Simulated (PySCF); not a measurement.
Molecule: C₂H₅O, SMILES [CH2]CO, doublet. Atoms near the plane z = 0.0 Å, at the CAM-B3LYP/def2-SVP optimised geometry (x, y, z in Å): C1 (0.3, -0.7, 0.0), C2 (-0.4, 0.6, 0.0), O3 (0.3, 1.6, 0.7), H4 (1.4, -0.7, 0.0), H5 (-0.2, -1.6, -0.2), H6 (-0.5, 1.0, -1.0), H7 (-1.4, 0.5, 0.4).

Calculation: unrestricted CAM-B3LYP/def2-TZVP run with PySCF. Cells within 0.4 Å of a nucleus heavier than hydrogen are left out (blank, or x). The values are rescaled to run from 0 to 1.

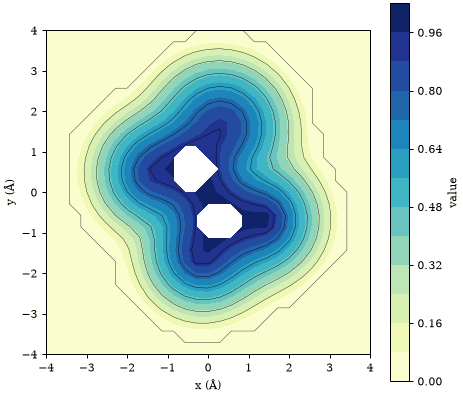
Figure. a field on the plane z = 0.0 Å.

Q: Which quantity is mapped?
(A) an orbital amplitude
(B) log10 of the electron density
(C) Laplacian of the electron density
(D) spin density

A: B, log10 of the electron density. In full: log10 of the electron density (e/bohr³), floored at −4.
